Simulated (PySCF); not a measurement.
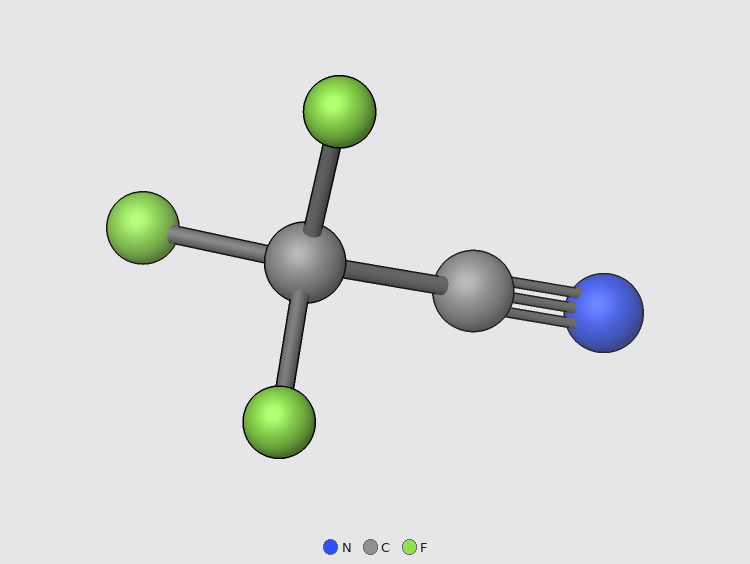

The picture shows a molecular structure as a ball-and-stick model. Multiple sticks mark multiple bonds (one Kekulé form).

Description:

The molecule is C₂F₃N. SMILES: `N#CC(F)(F)F`. It has no ring. Among its groups: nitrile, C–F bond. This geometry has C3v symmetry. Coordination: 1 C linear; 1 C tetrahedral.

The parts below concern this one geometry. Atoms keep their numbers from picture to picture. The geometry was computed by an optimisation with PBE0-D3(BJ)/def2-SVP. No frequency run is at hand to confirm it as a minimum.

Shape

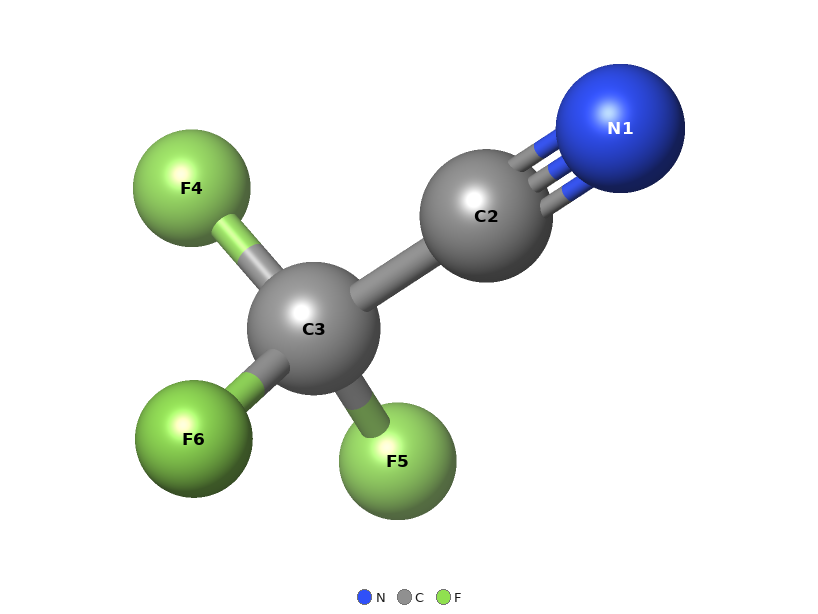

Numbered structure. No frequency run is at hand to confirm it as a minimum.

List the bonds and their lengths.

```csv
bond,length (Å),order
N1–C2,1.154,triple
C2–C3,1.486,single
C3–F4,1.324,single
C3–F5,1.323,single
C3–F6,1.323,single
```

Polarisability

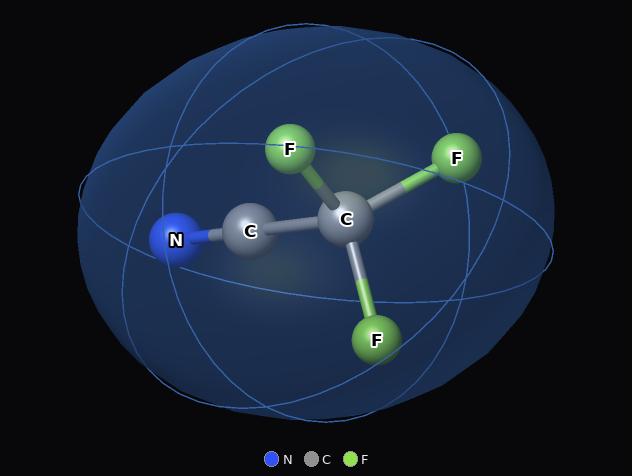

The ellipsoid shows the static dipole polarisability: its half-axes are proportional to the principal values. No frequency run is at hand to confirm it as a minimum. Method: CAM-B3LYP/def2-SVPD (PySCF 2.14.0).

Give the principal values, the mean and the anisotropy.

Principal values 26.8, 26.8, 39.3 bohr³; mean 31.0 bohr³ (4.59 Å³); anisotropy 12.5 bohr³, so the longest axis is 1.47 times the shortest.

Excitation

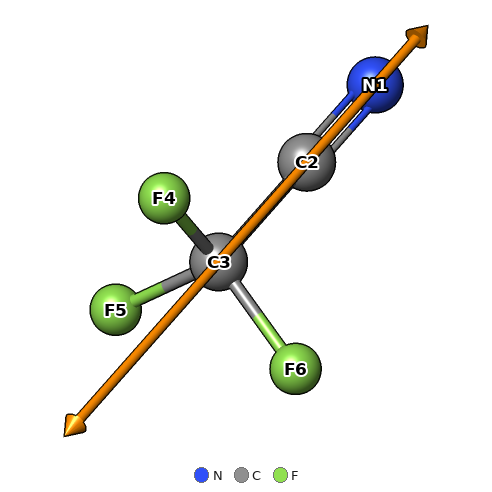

The double arrow shows the direction of the transition dipole to excited singlet state 8 (its length means nothing). No frequency run is at hand to confirm it as a minimum. Method: TDDFT LC-wPBE/def2-SVPD, vertical, gas phase, core orbitals frozen in the response (PySCF 2.14.0).

How is the transition polarised?

Nearly parallel to the N1–C2 bond.

Give its energy, strength and character.

11.44 eV (108 nm), oscillator strength 0.032, mainly HOMO−2 → LUMO+2 (weight 0.52); transition dipole 0.86 D.

Quadrupole coupling

No frequency run is at hand to confirm it as a minimum. Electric field gradients from the ground-state density, B3LYP/pcJ-2 (PySCF 2.14.0), non-relativistic apart from any core potentials.

Give the largest field-gradient component, the quadrupole coupling constant and the asymmetry for 14N at N1 (Q = 20.44 mb).

```tsv
atom	V_zz (a.u.)	e²qQ/h (MHz)	η
N1	−1.086	−5.22	0.00
```
